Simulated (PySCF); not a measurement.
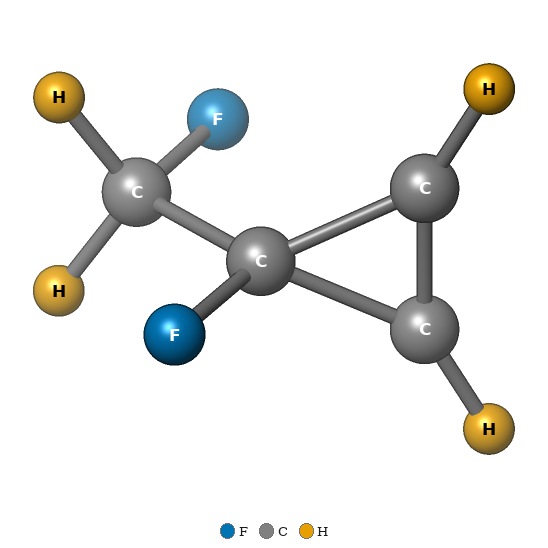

Depth is shown by fading: the farther an atom, the more it takes the colour of the background. Computed geometry: GFN2-xTB optimisation. No frequency run is at hand to confirm it as a minimum.

### List the symmetry elements and name the point group.

It has 1 mirror plane, so the point group is Cs. The group has 2 operations. The geometry is achiral, and symmetry allows a dipole moment.
